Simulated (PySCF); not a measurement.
# Run report: C2H7FO2Si2 (charge +1), EPR calculation

C2H7FO2Si2, charge +1, multiplicity 2, computed with UKS B3LYP, pcH-1 on C F H O Si, non-relativistic, mean-field spin-orbit, GIAO (PySCF 2.14.0).

It belongs to a series of runs on one base structure; here: electron removed.

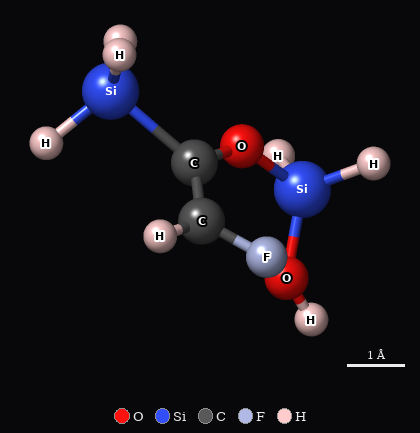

Fig. 1: The structure as given in the input (ball-and-stick view, seen at a tilt).

**Input file**
```
{"job": {"kind": "epr", "basis": "pcH-1"}, "charge": 1, "multiplicity": 2}
O      2.464467     0.393614    -0.621475
Si     1.891907     0.427005     0.870841
O      0.253290     0.136677     0.766060
C     -0.621688    -0.242224    -0.107302
Si    -2.442812     0.418591     0.219316
C     -0.383892    -1.100977    -1.131111
F      0.713828    -1.836784    -1.155287
H      3.360989     0.493115    -0.934123
H      2.284694    -0.693435     1.719534
H      1.848330     1.750952     1.473074
H     -2.258263     1.352991     1.322810
H     -2.737261     1.016349    -1.086732
H     -3.266397    -0.744846     0.526601
H     -1.107871    -1.371502    -1.884371
```

The first line tells a small driver script what to run in PySCF; the rest is the geometry in Å.

Launched with:
```bash
OMP_NUM_THREADS=1 python <driver script> task.json out
```

**Output**
```
UKS, coarse grid
  cycle   1  E = -909.26711537  |g| = 7.59e-01
  cycle   2  E = -908.21284910  |g| = 1.64e+00
  cycle   3  E = -909.42773142  |g| = 2.73e-01
  cycle   4  E = -909.45847333  |g| = 1.02e-01
  cycle   5  E = -909.46152261  |g| = 5.91e-02
  cycle   6  E = -909.46276965  |g| = 1.41e-02
  cycle   7  E = -909.46288427  |g| = 8.25e-03
  cycle   8  E = -909.46291681  |g| = 4.03e-03
  cycle   9  E = -909.46292647  |g| = 1.92e-03
  cycle  10  E = -909.46292891  |g| = 4.65e-04
UKS, final grid
  cycle   1  E = -909.46293960  |g| = 4.73e-04
  cycle   2  E = -909.46293950  |g| = 7.46e-04
  cycle   3  E = -909.46293973  |g| = 1.24e-04
  cycle   4  E = -909.46293974  |g| = 4.35e-05
  cycle   5  E = -909.46293974  |g| = 3.45e-05
  cycle   6  E = -909.46293974  |g| = 1.49e-05
E = -909.46293974 Eh   <S^2> = 0.7552 (exact 0.7500)
g shifts (ppm)      1          2          3
  rmc          -231       -231       -231
  gc             -3         53         47
  oz_so         504       3201       5623
  total         270       3023       5438
hyperfine (MHz)  atom isotope    a_iso     a_fc   dipolar eigenvalues
    0   17O       1.17       1.18     -1.02      0.08      0.94
    1  29Si      17.70      17.74     -1.08     -0.15      1.23
    2   17O     -20.78     -20.57    -75.41     37.04     38.37
    3   13C      -0.79      -0.87    -23.48    -14.86     38.33
    4  29Si      11.08      11.12     -4.93      1.87      3.06
    5   13C      43.15      43.09    -46.90    -44.39     91.29
    6   19F     122.59     121.19   -248.07   -234.15    482.22
    7    1H      -0.64      -0.65     -1.21     -1.05      2.26
    8    1H      54.15      54.15     -2.04     -0.91      2.95
    9    1H      39.13      39.13     -1.93     -1.22      3.15
   10    1H       1.94       1.94     -2.08     -0.89      2.97
   11    1H      45.66      45.66     -2.46     -0.67      3.13
   12    1H      15.19      15.19     -2.03     -1.55      3.58
   13    1H     -39.21     -39.23    -20.59     -4.81     25.40
```

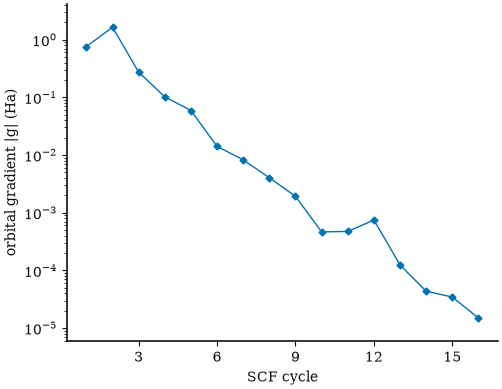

Fig. 2: Convergence of the self-consistent field: orbital gradient |g| against the SCF cycle. All cycles printed in the log are drawn one after another.

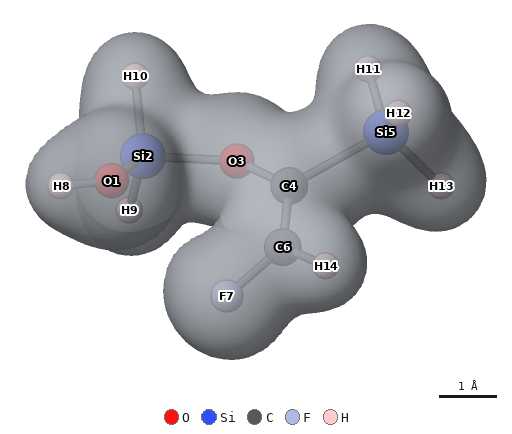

Fig. 3: Isosurface of the electron density at 0.1 e/Å³ (grey), seen at an oblique angle. At this value the surface is in one piece. On the grid the lowest density along these lines, outside the cores, is 2.2 e/Å³ (C–O, 1.29 Å), 1.9 e/Å³ (C–F, 1.32 Å), 2.3 e/Å³ (C–C, 1.36 Å) and 1.1 e/Å³ (Si–O, 1.60 Å).

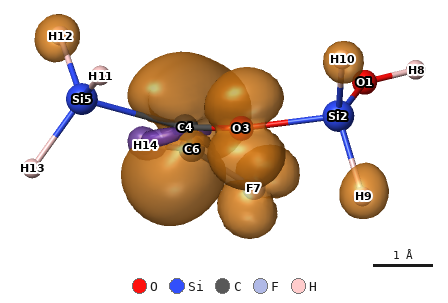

Fig. 4: Isosurfaces of the spin density (α minus β) at +0.015 (orange) and −0.015 e/Å³ (purple), seen from the side. The unpaired spin (1 electron) lies mostly on C6 (about 0.4), C4 (about 0.2), O3 (about 0.2) and F7 (about 0.1), in electrons by Hirshfeld's partition.

**Results in brief**

- outcome: converged
- total energy: −909.462940 hartree
- ⟨S²⟩: 0.755
- isotropic g: 2.0052
- hardware: 1 CPU thread, shared host
- wall time: 1.9 min
- peak memory: 0.96 GiB
